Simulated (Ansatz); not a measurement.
# C₆H₁₅FSi: basis-set convergence

Aim: see how fast density functionals converge with the basis set for C₆H₁₅FSi.

Computed with Ansatz 0.2.0, Gaussian basis. Level: one geometry, several basis sets.

Levels to be run: PBE0-D4/def2-SVP; ωB97M-V/def2-SVP; PBE0-D4/def2-QZVPP; ωB97M-V/def2-QZVPP; the functionals' def2-TZVPP values are taken from earlier runs.

### Step 1. The geometry

All runs share one geometry, relaxed beforehand with PBE0-D4 in a triple-zeta def2 set.

SMILES `CC[Si](F)(CC)CC`, 23 atoms, charge 0, spin multiplicity 1.

Atoms are counted from 1 here; the program's logs count them from 0.

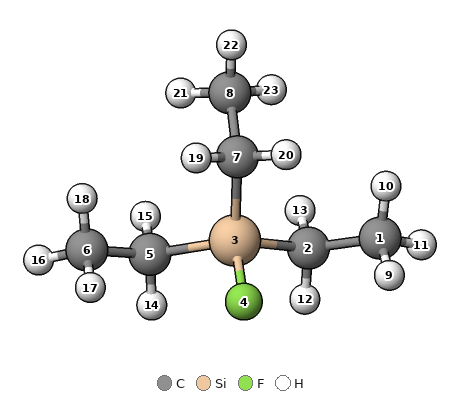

The geometry (carbon grey, silicon light orange, fluorine green, hydrogen white); atoms are numbered from 1 in the order of the file.

### Step 2. PBE0-D4 in def2-SVP

in.yaml

```yaml
crystal:
  periodic: [false, false, false]
  atoms:
    - {symbol: C, position_ang: [1.023862, -1.118397, -2.501794]}
    - {symbol: C, position_ang: [0.110220, -0.040909, -1.922162]}
    - {symbol: Si, position_ang: [-0.488002, -0.384834, -0.185688]}
    - {symbol: F, position_ang: [-1.367068, -1.740338, -0.237586]}
    - {symbol: C, position_ang: [-1.607272, 0.982923, 0.420896]}
    - {symbol: C, position_ang: [-2.157919, 0.772130, 1.829531]}
    - {symbol: C, position_ang: [0.926021, -0.710212, 0.992315]}
    - {symbol: C, position_ang: [1.872020, 0.477403, 1.158921]}
    - {symbol: H, position_ang: [0.530855, -2.093495, -2.511304]}
    - {symbol: H, position_ang: [1.940959, -1.223615, -1.916085]}
    - {symbol: H, position_ang: [1.318826, -0.888747, -3.528780]}
    - {symbol: H, position_ang: [-0.773679, 0.089080, -2.557546]}
    - {symbol: H, position_ang: [0.618129, 0.931200, -1.922464]}
    - {symbol: H, position_ang: [-2.429875, 1.081268, -0.297187]}
    - {symbol: H, position_ang: [-1.053389, 1.927987, 0.364757]}
    - {symbol: H, position_ang: [-2.832354, 1.579786, 2.124934]}
    - {symbol: H, position_ang: [-2.715338, -0.164984, 1.901389]}
    - {symbol: H, position_ang: [-1.355799, 0.730863, 2.571291]}
    - {symbol: H, position_ang: [0.505201, -1.001258, 1.961075]}
    - {symbol: H, position_ang: [1.475331, -1.587783, 0.633931]}
    - {symbol: H, position_ang: [1.350102, 1.357084, 1.545744]}
    - {symbol: H, position_ang: [2.685313, 0.252592, 1.853267]}
    - {symbol: H, position_ang: [2.328657, 0.765156, 0.207844]}
basis:
  gaussian: {orbitals: def2-SVP}
hamiltonian: {xc: pbe0, dispersion: d4}
output: {orbitals: {seedname: orbitals}}
```

On the command line:

```bash
ansatz run in.yaml --threads 5 --pin off --events-out ev --progress --plain --max-ram 66560MiB --backend cpu
```

Standard output:

```text
Functional definition: PBE0
  name "PBE0"
  cite "Adamo & Barone, J. Chem. Phys. 110, 6158 (1999) doi:10.1063/1.478522"
  cite "Perdew, Burke & Ernzerhof, Phys. Rev. Lett. 77, 3865 (1996) doi:10.1103/PhysRevLett.77.3865"
  parent pbe
  parameter a = 0.25
  parameter kappa = 0.804
  parameter beta = 0.06672455060314922
  exchange = (1 - a)*pbe_x(kappa = kappa, mu = beta*pi^2/3) + a*exact_x
  correlation = pbe_c(beta = beta)
2162 factors; their error is unknown
mean field evaluation 1: about -17026.4279 eV, gradient 7.8e1 eV
mean field evaluation 2: about -17023.1519 eV, gradient 8.6e1 eV
mean field evaluation 4: about -17041.0322 eV, gradient 1.1e0 eV
mean field evaluation 8: about -17041.0614 eV, gradient 5.4e-2 eV
mean field -17041.06142446 eV, -626.2474565027 hartree, gradient 5.1e-5 eV, S^2 0.000000; 0 other end points of the search recorded, 0 dependent functions left out
reference -17041.06145952 eV, -626.2474577909 hartree; 37, 37 occupied and 154, 154 virtual orbitals, 2162 factors
Total energy: -17041.54188105 eV, -626.2651129566 hartree
```

Run time: 3.8 s. Hardware: 5 threads of AMD EPYC 7R13, shared host.

### Step 3. ωB97M-V in def2-SVP

Changes to in.yaml since step 2:

```diff
@@ -28,3 +28,3 @@
   gaussian: {orbitals: def2-SVP}
-hamiltonian: {xc: pbe0, dispersion: d4}
+hamiltonian: {xc: {name: wB97M-V}}
 output: {orbitals: {seedname: orbitals}}
```

Same command.

Standard output (excerpt; [...] marks lines left out):

```text
Functional definition: wB97M-V
  name "wB97M-V"
  cite "Mardirossian & Head-Gordon, J. Chem. Phys. 144, 214110 (2016) doi:10.1063/1.4952647"
  cite "Becke, J. Chem. Phys. 107, 8554 (1997) doi:10.1063/1.475007"
  cite "Vydrov & Van Voorhis, J. Chem. Phys. 133, 244103 (2010) doi:10.1063/1.3521275"
  # Of w^i u^j: cxij and so on, Table III.
[...]
  gx(w, u) = 1 - cx + cx01*u + cx10*w
  gss(w, u) = css00 + css04*u^4 + css10*w + css20*w^2 + css43*w^4*u^3
  gos(w, u) = cos00 + cos10*w + (cos20 + cos21*u)*w^2 + (cos60 + cos61*u)*w^6
[...]
      + integral(e_c_pw_mod_opposite_spin*gos(b97_w_opposite, b97_u_opposite)) + vv10(b, c)
2162 factors; their error is unknown
574 factors; integrals over basis functions are off by at most 6.2e-6 eV
[...]
mean field -17049.43986988 eV, -626.5553586925 hartree, gradient 1.6e-5 eV, S^2 0.000000; 0 other end points of the search recorded, 0 dependent functions left out
reference -17049.43992496 eV, -626.5553607168 hartree; 37, 37 occupied and 154, 154 virtual orbitals, 2162 factors
Total energy: -17049.43992496 eV, -626.5553607168 hartree
```

Wall time 10 s (5 threads of AMD EPYC 7R13, shared host).

### Step 4. PBE0-D4 in def2-QZVPP

Changes to in.yaml since step 3:

```diff
@@ -27,4 +27,4 @@
 basis:
-  gaussian: {orbitals: def2-SVP}
-hamiltonian: {xc: {name: wB97M-V}}
+  gaussian: {orbitals: "def2-QZVPP.json"}
+hamiltonian: {xc: pbe0, dispersion: d4}
 output: {orbitals: {seedname: orbitals}}
```

On the command line:

```bash
ansatz run in.yaml --threads 5 --pin off --events-out ev --progress --plain --max-ram 66560MiB --backend cuda --devices 0, --max-vram 37GiB
```

Standard output:

```text
Functional definition: PBE0
  name "PBE0"
  cite "Adamo & Barone, J. Chem. Phys. 110, 6158 (1999) doi:10.1063/1.478522"
  cite "Perdew, Burke & Ernzerhof, Phys. Rev. Lett. 77, 3865 (1996) doi:10.1103/PhysRevLett.77.3865"
  parent pbe
  parameter a = 0.25
  parameter kappa = 0.804
  parameter beta = 0.06672455060314922
  exchange = (1 - a)*pbe_x(kappa = kappa, mu = beta*pi^2/3) + a*exact_x
  correlation = pbe_c(beta = beta)
2552 factors; their error is unknown
mean field evaluation 1: about -17033.4880 eV, gradient 9.9e1 eV
mean field evaluation 2: about -17024.7882 eV, gradient 1.1e2 eV
mean field evaluation 4: about -17055.1431 eV, gradient 2.5e0 eV
mean field evaluation 8: about -17055.1629 eV, gradient 8.2e-2 eV
mean field evaluation 16: about -17055.1658 eV, gradient 6.3e-5 eV
mean field -17055.16576986 eV, -626.7657816359 hartree, gradient 6.3e-5 eV, S^2 0.000000; 0 other end points of the search recorded, 0 dependent functions left out
reference -17055.16582403 eV, -626.7657836266 hartree; 37, 37 occupied and 882, 882 virtual orbitals, 2552 factors
Total energy: -17055.64624556 eV, -626.7834387923 hartree
```

It took 15 s on 1 × H100 (card shared with other runs) with 5 threads of AMD EPYC 7R13, shared host; peak host memory 1.5 GiB.

### Step 5. ωB97M-V in def2-QZVPP

Changes to in.yaml since step 4:

```diff
@@ -28,3 +28,3 @@
   gaussian: {orbitals: "def2-QZVPP.json"}
-hamiltonian: {xc: pbe0, dispersion: d4}
+hamiltonian: {xc: {name: wB97M-V}}
 output: {orbitals: {seedname: orbitals}}
```

Same command.

Standard output (excerpt; [...] marks lines left out):

```text
Functional definition: wB97M-V
  name "wB97M-V"
  cite "Mardirossian & Head-Gordon, J. Chem. Phys. 144, 214110 (2016) doi:10.1063/1.4952647"
  cite "Becke, J. Chem. Phys. 107, 8554 (1997) doi:10.1063/1.475007"
  cite "Vydrov & Van Voorhis, J. Chem. Phys. 133, 244103 (2010) doi:10.1063/1.3521275"
  # Of w^i u^j: cxij and so on, Table III.
[...]
  gx(w, u) = 1 - cx + cx01*u + cx10*w
  gss(w, u) = css00 + css04*u^4 + css10*w + css20*w^2 + css43*w^4*u^3
  gos(w, u) = cos00 + cos10*w + (cos20 + cos21*u)*w^2 + (cos60 + cos61*u)*w^6
[...]
      + integral(e_c_pw_mod_opposite_spin*gos(b97_w_opposite, b97_u_opposite)) + vv10(b, c)
2532 factors; their error is unknown
717 factors; integrals over basis functions are off by at most 5.7e-6 eV
[...]
mean field -17064.05495713 eV, -627.0924532425 hartree, gradient 2.7e-5 eV, S^2 0.000000; 0 other end points of the search recorded, 0 dependent functions left out
reference -17064.05504253 eV, -627.0924563812 hartree; 37, 37 occupied and 882, 882 virtual orbitals, 2532 factors
Total energy: -17064.05504253 eV, -627.0924563812 hartree
```

It took 16 s on 1 × H100 (card shared with other runs) with 5 threads of AMD EPYC 7R13, shared host; peak host memory 1.6 GiB.

### Step 6. Density functionals: the series

The def2-TZVPP values come from earlier runs at the same geometry.

| functional | basis | functions | energy (eV) | from the largest (eV) | HOMO (eV) | LUMO (eV) |
| --- | --- | --- | --- | --- | --- | --- |
| PBE0-D4 | def2-SVP | 191 | -17041.5419 | 14.104 | -7.86 | 1.31 |
| PBE0-D4 | def2-TZVPP | 469 | -17054.8543 | 0.792 | -7.89 | 0.81 |
| PBE0-D4 | def2-QZVPP | 919 | -17055.6462 | 0.000 | -7.89 | 0.44 |
| ωB97M-V | def2-SVP | 191 | -17049.4399 | 14.615 | -10.10 | 2.92 |
| ωB97M-V | def2-TZVPP | 469 | -17063.3000 | 0.755 | -10.13 | 2.24 |
| ωB97M-V | def2-QZVPP | 919 | -17064.0550 | 0.000 | -10.13 | 1.62 |

### Step 7. Summary of results

```
                                       quantity           value
PBE0-D4: double and triple zeta above quadruple  14.10, 0.79 eV
ωB97M-V: double and triple zeta above quadruple  14.62, 0.76 eV
```

**Reading.** PBE0-D4 gains 13.31 eV from double to triple zeta, then 0.79 eV more. These are total energies; as a rule much of such shifts cancels in differences, which this series doesn't test. The LUMO of ωB97M-V is positive and keeps falling with the basis (2.92 to 1.62 eV): an unbound level that the basis holds in place.
